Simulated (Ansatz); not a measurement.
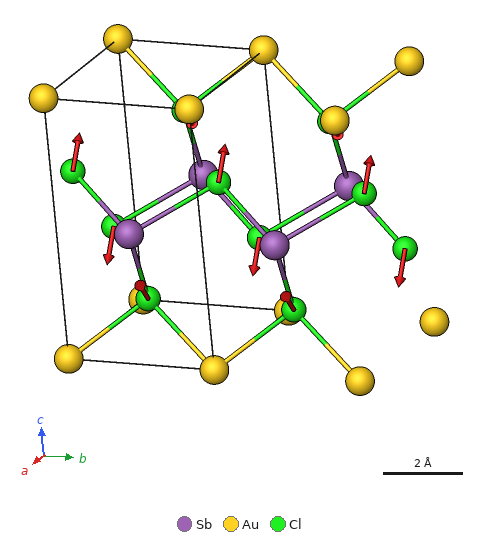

A relaxation of solid SbAuCl$_{4}$ (built on the CaPbI4-10 type type). The starting structure is drawn; red arrows show the displacements (the part carried along by the change of the cell is left out), magnified 2 times.

A ball-and-stick model of the cell of the calculation, repeated 1 × 2 × 1 with one cell outlined, seen slightly off an axis.

Level of theory: DFT, r2SCAN+rVV10, plane waves, PAW in Ansatz 0.2.0.

Input
```yaml
crystal:
  lattice:
    - [6.315807375, 0.0, 0.9642930456]
    - [0.0, 3.8761390066, 0.0]
    - [1.0271951551, 0.0, 7.6040925726]
  atoms:
    - { symbol: Sb, position: [0.0, 0.5, 0.5] }
    - { symbol: Au, position: [0.0, 0.0, 0.0] }
    - { symbol: Cl, position: [0.2777458174, 0.0, 0.3434146235] }
    - { symbol: Cl, position: [0.1619029858, 0.5, 0.784455612] }
    - { symbol: Cl, position: [0.8380970142, 0.5, 0.215544388] }
    - { symbol: Cl, position: [0.7222541826, 0.0, 0.6565853765] }
kpoints:
  mp_grid: { grid: [4, 6, 4] }
hamiltonian:
  xc: r2scan
  dispersion: rvv10
scf:
  occupations: { method: fermi_dirac, width: 0.03 }
relax:
  f_tol: 0.01
  cell: {}
  max_steps: 120
```

Command:
```bash
ansatz run input.yaml --threads 2 --pin off --max-ram 2211MiB --backend cpu --events-out ev --progress --plain --runs-dir out
```

**What did the optimiser do to the structure, and how much energy did it gain?**

The largest moves relative to the cell, 0.56 Å, are those of Cl4 and Cl5. Cl4 goes along [−1 0 −1]. Sb and Au stay in place. The drawn cell changes as follows: a 6.389 → 6.475 Å (+1.4 %), b 3.876 → 3.901 Å (+0.6 %), c 7.673 → 8.474 Å (+10.4 %), β 73.6° → 48.5°; the volume changes by −12.1 %. Some distances before and after: Au2–Cl3 4.624 → 3.071 Å, Au2–Cl4 2.568 → 2.605 Å, Sb1–Cl3 2.673 → 2.688 Å, Sb1–Cl4 2.666 → 2.653 Å. Among the angles between lasting bonds that change: Sb1–Cl4–Au2 110.4° → 125.0°. The space group stays P2/m (No. 10). The energy falls by 29.6 meV per atom in 18 accepted moves (21 points after the start). The largest force component goes from 0.22 to 0.0012 eV/Å. The pressure goes from 0.42 to 0.00 GPa. The line search rejected the trial steps at points 10, 15 of the run. At 1 point the geometry stayed and the basis and grid were re-selected for the new cell (energy shift of 0.4 meV per atom at most each time). The run took 7.2 min on 2 threads of Arm Neoverse V2 (shared host), peak memory 1.1 GiB.
